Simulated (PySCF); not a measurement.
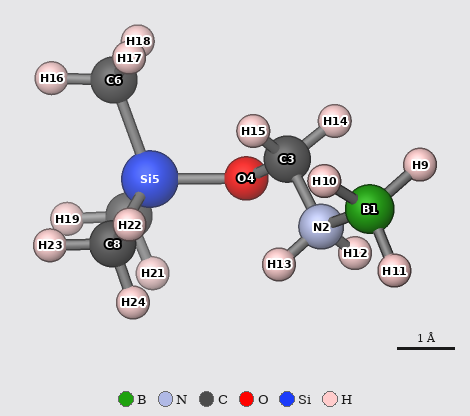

Figure 1. The input geometry of the first run (ball-and-stick view, seen at a tilt; atoms are numbered from 1 in the order of the input).

# Two runs on C4H16BNOSi

System: C4H16BNOSi, SMILES [BH3-][NH2+]CO[Si](C)(C)C.
Method of the first run: GIAO CAM-B3LYP/pcSseg-1 NMR shielding, non-relativistic, gas phase (PySCF 2.14.0).

The geometry comes from this level: PBE0-D3(BJ)/def2-SVP. Text and figures count atoms from 1; the logs count them from 0 in places.

## Input, the first run
```
{"job": {"kind": "nmr", "xc": "CAM-B3LYP", "basis": "pcSseg-1", "pop": false}, "charge": 0, "multiplicity": 1}
B      3.539320    -0.578151     0.174436
N      2.041143    -0.782769    -0.420622
C      1.257658     0.454015    -0.525045
O     -0.005082     0.202555    -1.022662
Si    -1.429579     0.230576    -0.099274
C     -1.700357     1.966656     0.544709
C     -2.766371    -0.297708    -1.283364
C     -1.233579    -0.977717     1.323556
H      4.100095     0.204782    -0.584539
H      3.386748    -0.121817     1.303549
H      4.050489    -1.690847     0.175665
H      2.091982    -1.215511    -1.345300
H      1.537426    -1.446960     0.170821
H      1.815578     1.122641    -1.198310
H      1.262587     0.908769     0.481093
H     -2.634258     2.025628     1.126297
H     -0.879922     2.291247     1.204033
H     -1.772634     2.684522    -0.287070
H     -3.748177    -0.317046    -0.784876
H     -2.829459     0.396241    -2.135408
H     -2.564894    -1.304896    -1.679196
H     -0.382794    -0.711047     1.972154
H     -2.133428    -0.981706     1.959374
H     -1.083014    -2.006588     0.959136
```

The first line tells a small driver script what to run in PySCF; the rest is the geometry in Å.

Command:
```bash
OMP_NUM_THREADS=1 python <driver script> task.json out
```

Hardware: 1 CPU thread, shared host.

## Output (the first run)
```
coarse grid: 19128 points
cycle   1  E = -606.0440150237  dE =  6.687e-01  |g| = 8.050e-01  |ddm| = 3.998e+00
cycle   2  E = -606.0300556047  dE =  1.396e-02  |g| = 9.229e-01  |ddm| = 1.206e+00
cycle   3  E = -606.1781357137  dE = -1.481e-01  |g| = 1.213e-01  |ddm| = 6.830e-01
cycle   4  E = -606.1808361736  dE = -2.700e-03  |g| = 3.689e-02  |ddm| = 1.133e-01
cycle   5  E = -606.1811504445  dE = -3.143e-04  |g| = 6.423e-03  |ddm| = 3.141e-02
cycle   6  E = -606.1811606059  dE = -1.016e-05  |g| = 1.667e-03  |ddm| = 7.086e-03
cycle   7  E = -606.1811613184  dE = -7.124e-07  |g| = 3.941e-04  |ddm| = 1.892e-03
final grid: 176120 points
cycle   8  E = -606.2478693193  dE = -4.174e-05  |g| = 4.668e-03  |ddm| = 1.754e-02
cycle   9  E = -606.2478700509  dE = -7.316e-07  |g| = 4.515e-03  |ddm| = 6.172e-03
cycle  10  E = -606.2478743399  dE = -4.289e-06  |g| = 6.285e-04  |ddm| = 2.872e-03
cycle  11  E = -606.2478744017  dE = -6.179e-08  |g| = 2.393e-04  |ddm| = 5.835e-04
cycle  12  E = -606.2478744129  dE = -1.118e-08  |g| = 3.925e-05  |ddm| = 2.317e-04
cycle  13  E = -606.2478744132  dE = -3.070e-10  |g| = 1.335e-05  |ddm| = 4.465e-05
converged SCF energy = -606.2478744132

GIAO shielding tensors (ppm)
atom      isotropic    diamagn.    paramagn.     s11        s22        s33       span
  0 B      125.212     183.595     -58.383    111.194    113.226    151.217     40.023
  1 N      182.085     322.238    -140.153    150.564    186.019    209.672     59.108
  2 C      105.667     245.819    -140.153     72.975    102.798    141.227     68.252
  3 O      263.789     404.750    -140.961    223.719    244.584    323.063     99.344
  4 Si     314.805     883.309    -568.504    292.361    312.077    339.976     47.614
  5 C      184.108     256.138     -72.030    174.929    184.689    192.708     17.779
  6 C      182.841     255.075     -72.234    175.548    182.658    190.318     14.770
  7 C      183.668     258.628     -74.960    174.478    184.246    192.279     17.801
  8 H       29.563      27.722       1.841     26.584     27.689     34.417      7.833
  9 H       29.605      28.634       0.971     26.339     28.242     34.234      7.895
 10 H       29.289      27.400       1.889     26.368     27.351     34.150      7.782
 11 H       28.377      32.409      -4.032     22.425     26.969     35.738     13.313
 12 H       28.709      36.186      -7.477     22.160     28.577     35.390     13.230
 13 H       27.064      31.520      -4.455     21.747     27.587     31.859     10.111
 14 H       27.252      34.401      -7.149     22.337     28.120     31.299      8.962
 15 H       31.441      29.741       1.700     27.412     28.613     38.299     10.888
 16 H       30.937      33.506      -2.569     26.418     29.638     36.755     10.337
 17 H       31.172      31.045       0.127     27.186     28.235     38.096     10.910
 18 H       31.437      29.038       2.398     27.372     28.695     38.243     10.871
 19 H       30.965      30.594       0.371     26.814     28.444     37.638     10.824
 20 H       31.085      32.015      -0.930     26.771     28.991     37.492     10.721
 21 H       31.084      35.239      -4.155     27.208     29.574     36.470      9.263
 22 H       31.317      30.948       0.368     27.164     28.428     38.358     11.195
 23 H       31.412      33.968      -2.557     28.000     28.619     37.616      9.616
```

The input of the second run differs as follows (lines with − go, lines with + come):
```diff
-"xc": "CAM-B3LYP"
+"xc": "PBE0"
-"pop": false
```

What does this change do to the results?

The total energies belong to different methods, so their difference says nothing on which is more stable or more accurate. The HOMO goes from −9.13 to −7.65 eV. The LUMO goes from 1.27 to 0.44 eV. The dipole moment goes from 6.10 to 6.13 D. Of all shieldings, the largest change is that of Si5, by +7.7 ppm. The functional changes from CAM-B3LYP to PBE0. The number of SCF iterations is the same.

## Output (the second run)
```
coarse grid: 19128 points
cycle   1  E = -605.6915609598  dE =  4.925e-01  |g| = 8.253e-01  |ddm| = 4.052e+00
cycle   2  E = -605.6179506141  dE =  7.361e-02  |g| = 1.065e+00  |ddm| = 1.501e+00
cycle   3  E = -605.8392130257  dE = -2.213e-01  |g| = 1.650e-01  |ddm| = 9.396e-01
cycle   4  E = -605.8446127973  dE = -5.400e-03  |g| = 3.398e-02  |ddm| = 1.550e-01
cycle   5  E = -605.8448689620  dE = -2.562e-04  |g| = 8.481e-03  |ddm| = 3.139e-02
cycle   6  E = -605.8448870651  dE = -1.810e-05  |g| = 2.083e-03  |ddm| = 9.163e-03
cycle   7  E = -605.8448880752  dE = -1.010e-06  |g| = 3.539e-04  |ddm| = 1.787e-03
final grid: 176120 points
cycle   8  E = -605.8974078294  dE = -4.880e-05  |g| = 1.187e-02  |ddm| = 2.947e-02
cycle   9  E = -605.8973846883  dE =  2.314e-05  |g| = 1.636e-02  |ddm| = 1.908e-02
cycle  10  E = -605.8974377688  dE = -5.308e-05  |g| = 1.941e-03  |ddm| = 1.161e-02
cycle  11  E = -605.8974385372  dE = -7.684e-07  |g| = 1.821e-04  |ddm| = 1.678e-03
cycle  12  E = -605.8974385432  dE = -6.019e-09  |g| = 6.634e-05  |ddm| = 1.973e-04
cycle  13  E = -605.8974385442  dE = -9.659e-10  |g| = 2.190e-05  |ddm| = 6.549e-05
converged SCF energy = -605.8974385442

GIAO shielding tensors (ppm)
atom      isotropic    diamagn.    paramagn.     s11        s22        s33       span
  0 B      127.410     184.732     -57.322    113.435    115.866    152.931     39.496
  1 N      183.919     322.646    -138.727    153.273    187.627    210.857     57.584
  2 C      108.254     246.640    -138.386     75.591    105.577    143.593     68.003
  3 O      261.523     403.733    -142.210    221.246    242.613    320.710     99.464
  4 Si     322.482     883.672    -561.190    299.464    319.648    348.334     48.871
  5 C      185.997     257.308     -71.310    176.879    186.649    194.465     17.586
  6 C      184.821     256.430     -71.609    177.570    184.819    192.073     14.503
  7 C      185.633     259.697     -74.065    176.484    186.278    194.136     17.652
  8 H       29.479      27.656       1.823     26.443     27.613     34.381      7.938
  9 H       29.524      28.456       1.068     26.200     28.171     34.200      8.000
 10 H       29.188      27.386       1.803     26.234     27.248     34.082      7.848
 11 H       28.287      32.445      -4.158     22.204     26.892     35.765     13.561
 12 H       28.601      36.063      -7.462     21.938     28.430     35.434     13.496
 13 H       27.019      31.520      -4.502     21.696     27.528     31.831     10.135
 14 H       27.204      34.226      -7.022     22.250     28.054     31.307      9.057
 15 H       31.386      29.848       1.538     27.274     28.514     38.370     11.096
 16 H       30.857      33.374      -2.517     26.264     29.521     36.785     10.521
 17 H       31.104      31.085       0.019     27.049     28.120     38.143     11.094
 18 H       31.374      29.146       2.228     27.224     28.602     38.297     11.073
 19 H       30.896      30.647       0.249     26.676     28.318     37.694     11.019
 20 H       31.012      32.021      -1.008     26.630     28.866     37.542     10.912
 21 H       31.009      35.106      -4.097     27.063     29.454     36.509      9.445
 22 H       31.258      31.055       0.202     27.013     28.329     38.431     11.418
 23 H       31.346      33.943      -2.597     27.884     28.494     37.659      9.775
```

## The two runs side by side

```csv
quantity,the first run,the second run
outcome,converged,converged
total energy (hartree),−606.247874,−605.897439
HOMO (eV),−9.13,−7.65
LUMO (eV),1.27,0.44
dipole moment (D),6.10,6.13
shielding of B1 (ppm),125.2,127.4
shielding of C3 (ppm),105.7,108.3
shielding of O4 (ppm),263.8,261.5
shielding of Si5 (ppm),314.8,322.5
shielding of C6 (ppm),184.1,186.0
shielding of C7 (ppm),182.8,184.8
shielding of C8 (ppm),183.7,185.6
SCF iterations,13,13
basis functions,223,223
wall time (shared host),1.8 min,82 s
```
